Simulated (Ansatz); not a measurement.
Input

```
crystal:
  lattice:
    - [3.2996885625, 0.0, 0.0]
    - [-1.6498442813, 2.8576141197, 0.0]
    - [0.0, 0.0, 19.437482632]
  atoms:
    - { symbol: Zr, position: [0.0, 0.0, 0.3137389766] }
    - { symbol: Zr, position: [0.6666666667, 0.3333333333, 0.6993486885] }
    - { symbol: Ge, position: [0.0, 0.0, 0.0047322952] }
    - { symbol: Cl, position: [0.0, 0.0, 0.610379942] }
    - { symbol: Cl, position: [0.6666666667, 0.3333333333, 0.4027020218] }
    - { symbol: Cl, position: [0.6666666667, 0.3333333333, 0.2249630687] }
    - { symbol: Cl, position: [0.0, 0.0, 0.7881360071] }
basis:
  ecutwfc: 420
kpoints:
  mp_grid: { grid: [12, 12, 2] }
hamiltonian:
  xc: pbe
scf:
  occupations: { method: gaussian, width: 0.1 }
output:
  forces: true
  stress: true
  eigenvalues: true
  write_density: true
  write_potential: true
  elf: true
  volumetric_format: npy
relax:
  adjacent_minimum: "off"
  f_tol: 0.01
  max_steps: 30
  cell: { stress_tol: 0.1, fix: [volume] }
```

Run with:

```sh
ansatz run input.yaml --threads 1 --pin off --max-ram 2560MiB --backend cpu --events-out ev --progress --plain --runs-dir out
```

Below, planes, directions and counts refer to the conventional cell (a = 3.33 Å, b = 3.33 Å, c = 19.08 Å, α = 90.00°, β = 90.00°, γ = 120.00°).

The fields are those of the relaxed geometry.

Space group P3m1; a structure from a database of computed crystals, not necessarily the ambient phase; a generated structure, not necessarily the stable one; changed on purpose from its base cell (volume × 0.97, shape and atoms relaxed).

The calculation used DFT PBE, scalar-relativistic, plane waves, PAW (Ansatz 0.2.0).

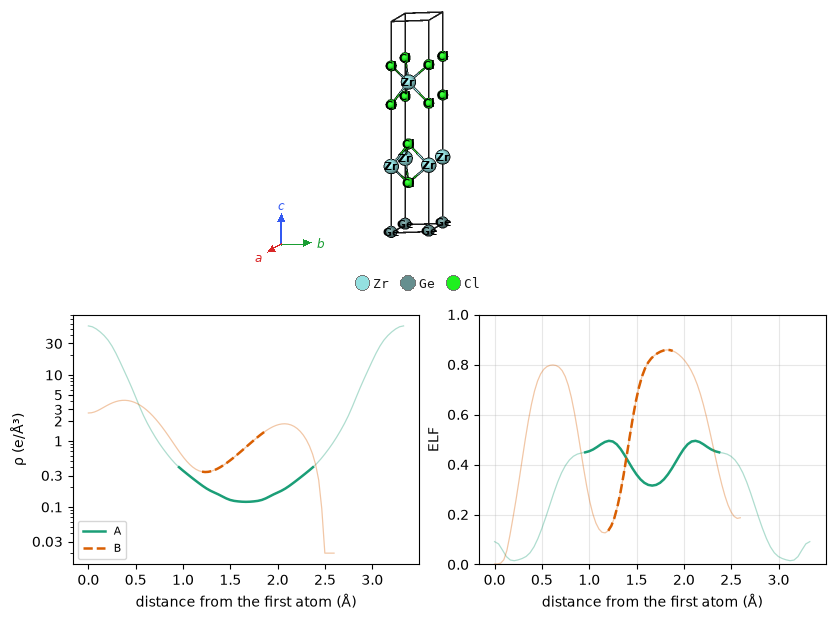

Zr2GeCl4. Valence charge density (pseudo) and electron localisation function along straight lines between neighbouring atoms. Thin, pale parts lie inside the atomic spheres. The structure is drawn too.

Core electrons are frozen (PAW), and the valence fields are smoothed inside the atomic spheres.

Which curve belongs to which contact (Ge–Ge and Zr–Cl)? The first atom named is at distance zero.

Curve A: Ge–Ge (3.33 Å): ρ at the midpoint is about 0.12 e/Å³; the ELF is about 0.30 at the midpoint. Curve B: Zr–Cl (2.60 Å): ρ is about 0.35 e/Å³ halfway; the ELF peaks at about 0.85 in the valence shell of Cl, 0.8 Å from its nucleus, and is about 0.25 at the midpoint: no shared electron pair shows on this line.
